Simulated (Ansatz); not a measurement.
The figure comes from a scan of LiNbO3 (LiNbO3 type, space group R3c): the cell is scaled evenly about its relaxed volume V₀. Computed with PBE (plane waves to 420 eV, PAW, scalar-relativistic; Ansatz, an electronic-structure program). k mesh 8×8×8 (Γ-centred), Fermi-Dirac smearing 0.05 eV. Compression counts positive. LiNbO3 is run without spin polarisation. LiNbO3 was relaxed with its symmetry unable to fall. 

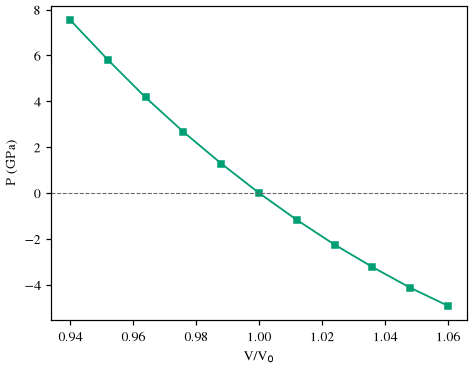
Figure. P (GPa) against V/V₀; computed points joined by lines.

Q: Turn the plot into a table (rounded to what can be read).

A: To the nearest 0.2:

| V/V₀ | P (GPa) |
|---|---|
| 0.940 | 7.6 |
| 0.952 | 5.8 |
| 0.964 | 4.2 |
| 0.976 | 2.6 |
| 0.988 | 1.2 |
| 1.000 | 0.0 |
| 1.012 | -1.2 |
| 1.024 | -2.2 |
| 1.036 | -3.2 |
| 1.048 | -4.2 |
| 1.060 | -5.0 |

(A scan under strain: stresses follow from slopes of the energy per volume, elastic moduli from its curvatures.)
